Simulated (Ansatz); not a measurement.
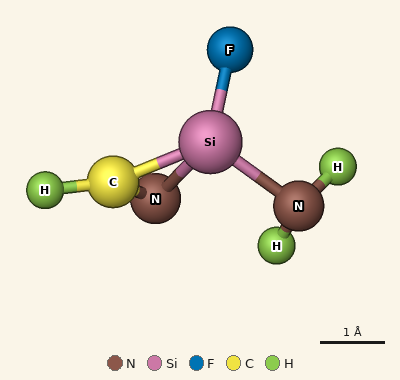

Starting structure of CH₃FN₂Si (coarse preliminary run). A ball-and-stick model, seen face on.

The start comes from a force field.

Method: Ansatz, RKS PBE-D4/def2-SVP.

Input
```yaml
crystal:
  periodic: [false, false, false]
  atoms:
    - {symbol: N, position_ang: [1.041100, 0.684000, 0.918600]}
    - {symbol: Si, position_ang: [-0.537000, 0.441400, 0.219100]}
    - {symbol: F, position_ang: [-0.754400, 1.561500, -0.921300]}
    - {symbol: C, position_ang: [-0.975900, -1.142200, -0.244000]}
    - {symbol: N, position_ang: [0.129900, -1.010100, -0.687200]}
    - {symbol: H, position_ang: [1.496100, -0.098500, 0.618400]}
    - {symbol: H, position_ang: [1.435000, 1.452400, 0.325900]}
    - {symbol: H, position_ang: [-1.742600, -1.945600, -0.285300]}
basis:
  gaussian: {orbitals: def2-SVP}
hamiltonian: {xc: pbe, dispersion: d4}
relax: {f_tol: 0.03, max_steps: 200}
```

Command:
```bash
ansatz run in.yaml --threads 2 --pin off --events-out ev --progress --plain --max-ram 4352MiB
```

**Predict the outcome.**

After 12 accepted moves (14 points after the start) the energy has fallen by 1.661 eV. The largest force component goes from 5.4 to 0.021 eV/Å. The line search rejected the trial steps at points 9, 12 of the run. The largest move after the best rigid fit is that of N5, 0.75 Å. Largest moves by element: N 0.75 Å, H 0.62 Å, Si 0.58 Å, F 0.18 Å, C 0.16 Å. Near-neighbour distances that change, for instance: C4–N5 1.199 → 1.319 Å, N1–H6 0.954 → 1.020 Å, Si2–C4 1.707 → 1.768 Å, Si2–N5 1.837 → 1.786 Å. Bond angles that change, for instance: N1–Si2–N5 88.8° → 125.7°, Si2–N1–H6 101.0° → 121.5°, Si2–N1–H7 102.4° → 120.8°. The run took 20 s on 2 threads of Arm Neoverse V2 (shared host).

Final geometry:

```xyz
8

N     1.0935    0.7438    0.7421
Si   -0.2247    0.2980   -0.2440
F    -0.8400    1.6871   -0.8330
C    -1.1066   -1.2340   -0.2490
N    -0.3004   -1.1475   -1.2896
H     1.6814    0.0440    1.1953
H     1.5625    1.6412    0.6135
H    -1.7735   -2.0896    0.0089
```

The end point in the same view:

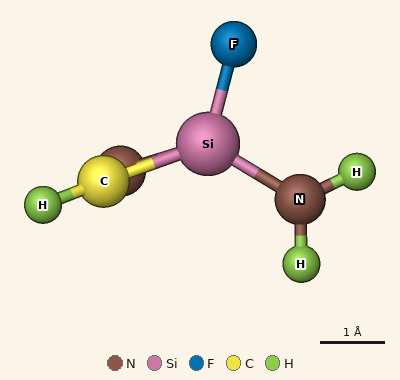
